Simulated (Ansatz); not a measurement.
## Pressure series in hypothetical P4_2/mnm WTe2

Base system: WTe2 (space group P4_2/mnm, No. 136; a hypothetical phase, not in the database extracts checked).

Space group P4₂/mnm (No. 136); a = b = 6.5963 Å, c = 3.5775 Å, α = β = γ = 90.00°

```
atom  site  symmetry       x       y       z
----  ----  --------  ------  ------  ------
W       2a      m.mm  0.0000  0.0000  0.0000
Te      4g      m.2m  0.2150  0.2150  0.5000
```

Cell and atoms are relaxed at each pressure.

Computed with Kohn–Sham DFT with the PBEsol functional, run in Ansatz (an electronic-structure program) with PAW and 420 eV plane waves, spin-orbit coupling left out, earlier PAW set.

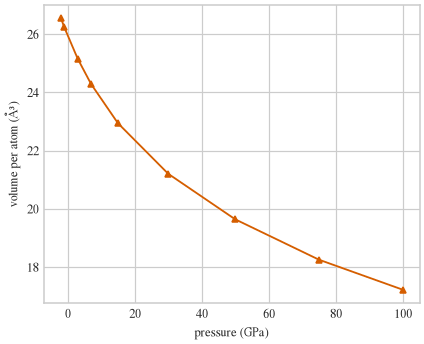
Fig. 1. Volume against pressure

Question: Estimate the zero-pressure bulk modulus from the plot.

Answer: About 94 GPa; a third-order Birch–Murnaghan fit to the points gives V₀ = 25.92 Å³/atom, B₀ = 94 GPa and B₀′ = 4.6.

Load acts through the strain it causes; cell and atoms are relaxed under it. Whether these cells are dynamically stable was not tested. Competing high-pressure phases were not computed. All final runs are without spin polarisation. WTe2 has a high density of states at the Fermi level and may be magnetic at this level.
